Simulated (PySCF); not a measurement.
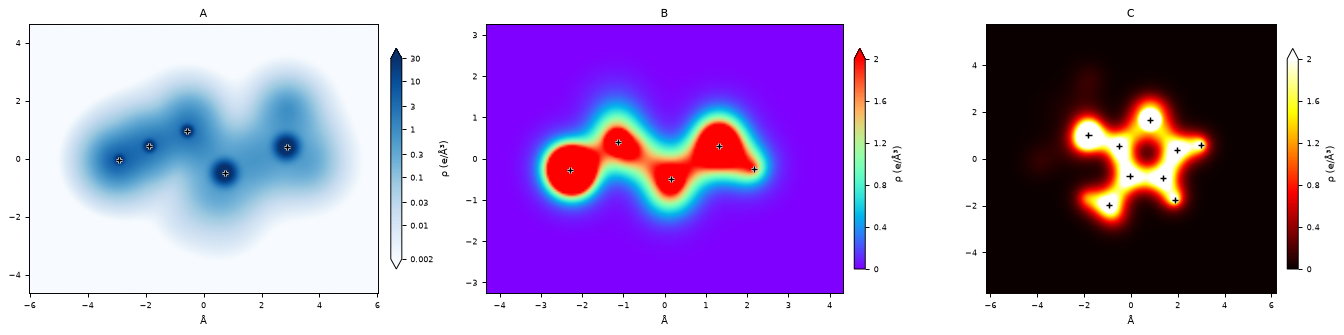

The total electron density of 3 systems, each on a plane through atoms (crosses mark nuclei in the plane).

Method: PBE0/pcSseg-1, SCF density, gas phase, non-relativistic in PySCF.

System 1: C2H4F3N (SMILES NCC(F)(F)F), the plane of atoms N1, C2 and C3. Geometry: GFN2-xTB, MD frame at 250 fs, 300 K.

```xyz
10

N    -1.5475   -0.1148   -0.1785
C    -0.2587    0.4726   -0.2190
C     0.8374   -0.5354    0.1973
F     0.8776   -1.5929   -0.5794
F     2.0738   -0.0046    0.3036
F     0.7069   -1.0051    1.4849
H    -2.2741    0.4785   -0.5726
H    -1.6024   -0.9972   -0.7960
H     0.0829    0.8330   -1.2027
H    -0.2848    1.2223    0.5525
```

System 2: C5H11NSSi2, the plane of atoms C3, C4 and H14. Geometry: GFN2-xTB.

```xyz
20

C    -1.1803   -1.7875   -0.1930
C    -1.2416   -0.3419    0.1811
C    -2.4387    0.2968    0.6014
C    -2.2884    1.6167    0.8550
S    -0.6623    2.1350    0.6028
C    -0.1864    0.5210    0.1308
N     1.1254    0.2602   -0.2263
Si    1.8298    1.3167   -1.4250
Si    2.0548   -0.8694    0.7289
H    -2.0338   -2.0464   -0.8183
H    -0.2630   -1.9988   -0.7373
H    -1.2078   -2.4171    0.6969
H    -3.3749   -0.2253    0.6957
H    -3.0223    2.3282    1.1751
H     2.2612    2.5752   -0.8125
H     2.9613    0.5632   -1.9540
H     0.7935    1.5509   -2.4284
H     1.1852   -1.3057    1.8163
H     2.4467   -1.9799   -0.1415
H     3.2363   -0.1813    1.2492
```

System 3: C4H13NSi3, the plane of atoms Si3, Si2 and C6. Geometry: GFN2-xTB.

```csv
atom,x (Å),y (Å),z (Å)
C,-1.9007,0.6755,1.3058
Si,-0.5850,-0.0320,0.1138
Si,-1.3206,-1.8848,-1.0805
C,1.0322,-0.3318,1.0875
Si,2.5691,-0.7806,0.0591
C,-0.2126,1.4107,-1.1316
C,0.3102,2.5352,-0.4315
N,0.7242,3.4135,0.1765
H,-1.5542,1.5962,1.7689
H,-2.8294,0.9009,0.7880
H,-2.1342,-0.0255,2.1019
H,-2.7755,-2.0497,-1.0071
H,-0.7372,-3.1282,-0.5731
H,-0.9899,-1.8125,-2.5080
H,0.8588,-1.1263,1.8146
H,1.2628,0.5626,1.6691
H,3.6754,-1.1311,0.9526
H,2.9609,0.3516,-0.7819
H,2.2457,-1.9270,-0.7994
H,0.5151,1.0882,-1.8762
H,-1.1240,1.7120,-1.6491
```

### Match each panel to its system.

Panel A is system 3, C4H13NSi3: the plane holds Si, C and N. C–N (1.15 Å): ρ is about 3.6 e/Å³ halfway. Panel B is system 1, C2H4F3N: the plane holds N, C, F and H. C–N (1.42 Å): ρ at the midpoint is about 2.1 e/Å³. Panel C is system 2, C5H11NSSi2: the plane holds C, S, N and H. C–C (1.35 Å): ρ at the midpoint is about 2.2 e/Å³.
